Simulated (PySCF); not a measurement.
```xyz
17

F    -0.4884   -2.7913   -0.4752
C    -0.1043   -1.5718    0.1066
Si    1.2640   -0.8005   -0.9906
C     1.7229    0.8671   -0.1974
Si    0.2338    2.0234    0.0742
C    -1.1159    1.1474    1.0938
Si   -1.6822   -0.5134    0.3572
H     0.3135   -1.8548    1.0795
H     0.7179   -0.6004   -2.3367
H     2.4110   -1.7146   -1.0442
H     2.2225    0.6811    0.7538
H     2.4560    1.3668   -0.8280
H    -0.3016    2.5223   -1.2006
H    -0.7602    0.9819    2.1110
H    -1.9802    1.8033    1.1815
H    -2.3172   -0.3059   -0.9483
H    -2.5987   -1.2285    1.2533
```

Geometry: GFN2-xTB.

Method: UKS B3LYP, pcH-1 on C F H Si, non-relativistic, mean-field spin-orbit, GIAO (PySCF).

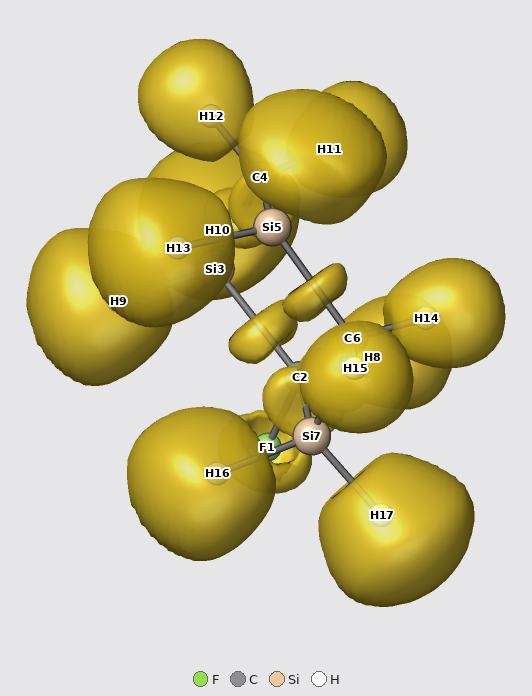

C3H10FSi3 (doublet). Isosurface of the electron localisation function at 0.85 (yellow), seen at an oblique angle. Core shells and regions of very low density are left out.

Question: What do the ELF domains correspond to?

Answer: At this value the surface marks out six regions between bonded C–Si atoms (shared pairs), ten regions around hydrogen nuclei, one lobe on Si, pointing away from the bonds (non-bonding electrons) and one region wrapped around F (its lone pairs, merged into a ring or cap). Profiles from the grid: C–F (1.40 Å): the ELF peaks at about 0.80 between the atoms: a polar covalent bond. C–Si (1.90 Å): the ELF peaks at about 0.95 between the atoms: localised, covalent bonding.
